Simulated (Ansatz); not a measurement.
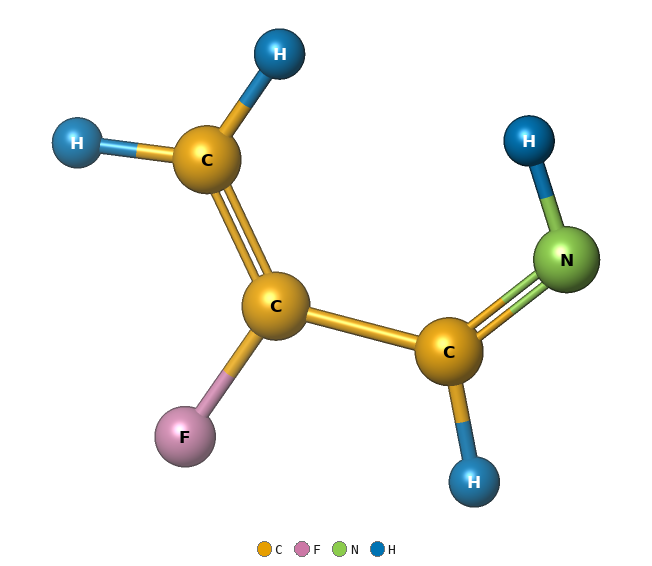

Orthographic view. Depth is shown by fading: the farther an atom, the more it takes the colour of the background. The computed geometry is a stationary point of PBE0-D4/def2-TZVP, a saddle point of order 1.

Write the InChI string.

Answer. InChI=1S/C3H4FN/c1-3(4)2-5/h2,5H,1H2/b5-2-
